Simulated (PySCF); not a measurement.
SMILES Cl[Si]([CH2])(Cl)Cl (CH₂Cl₃Si), doublet at its CAM-B3LYP/def2-SVP optimised geometry (Å):

```
7

C     -1.3145    -1.8640    -1.4625
Si    -0.6901    -0.9702     0.0000
Cl    -1.3588     0.9702     0.0000
Cl     1.3588    -0.9702     0.0000
Cl    -1.3488    -1.8530     1.7328
H     -2.3837    -1.9127    -1.6909
H     -0.6463    -2.3883    -2.1517
```

Computed with PySCF with unrestricted CAM-B3LYP/def2-TZVP. Cells within 0.4 Å of a nucleus heavier than hydrogen are left out (blank, or x).

Map of the deformation density (molecule minus spherical neutral atoms) (e/bohr³) on the plane z = 0.0 Å:

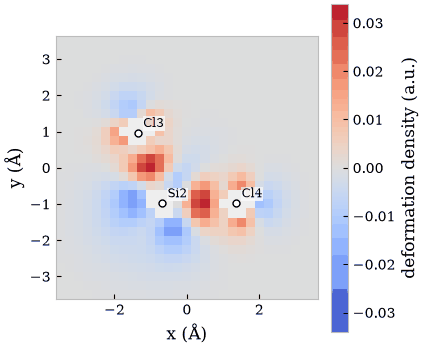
Deformation density (molecule minus spherical neutral atoms) (e/bohr³) on the plane z = 0.0 Å.
